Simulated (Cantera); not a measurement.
Feed: 1 mol CsOH, 9.5 mol H₂, equilibrated at 75.0 Torr.

Method: chemical equilibrium by Gibbs-energy minimisation in Cantera with the NASA 1993 tables (ideal gas, pure condensed phases). Candidate condensed phases: Cs, CsOH, H₂O; 15 gas species. Equilibrium is a limit: real reactors are often held back by kinetics, nucleation or transport.

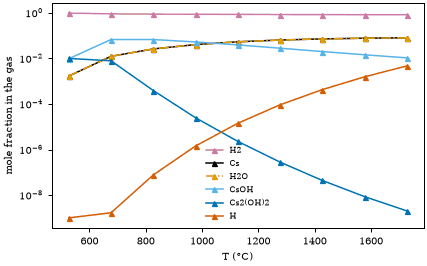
Equilibrium gas composition (values under 1e-9 drawn at 1e-9)

At 527 °C the condensed part is CsOH(l). From 677 °C to 1727 °C nothing is condensed. The main Cs-bearing gas is Cs₂(OH)₂ at 527 °C and Cs at 1727 °C.
